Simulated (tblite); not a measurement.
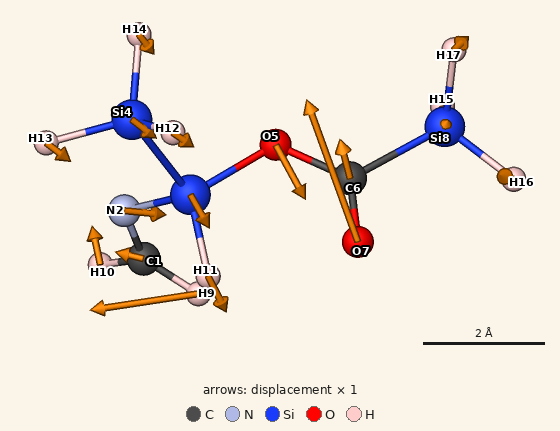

This is a relaxation of C₂H₉NO₂Si₃. The starting structure is drawn; orange arrows show the displacements, at their true length. The two geometries are superimposed by the best rigid fit.

The picture is a ball-and-stick view, seen from a free direction.

The calculation used tblite, GFN2-xTB geometry optimisation, gas phase. 

Question: Which element moves most?

Answer: Oxygen: up to 2.56 Å, against 1.85 Å for hydrogen.

Question: What happened in the run?

Answer: The energy falls by 21.0 kcal/mol in 236 geometry steps. An O atom moves most after the best rigid fit: 2.56 Å. By element the largest moves are O 2.56 Å, H 1.85 Å, N 0.78 Å, C 0.73 Å, Si 0.67 Å. Some distances before and after: O–Si 4.385 → 2.585 Å, C–O 1.398 → 1.311 Å, N–Si 1.788 → 1.715 Å, Si–Si 2.228 → 2.301 Å. Among the angles between lasting bonds that change: O–Si–H 112.6° → 97.9°, C–N–Si 120.7° → 134.1°, Si–Si–H 109.8° → 121.1°. Groups turn about O–Si by about 110°, C–Si by about 85°, N–Si by about 80°.
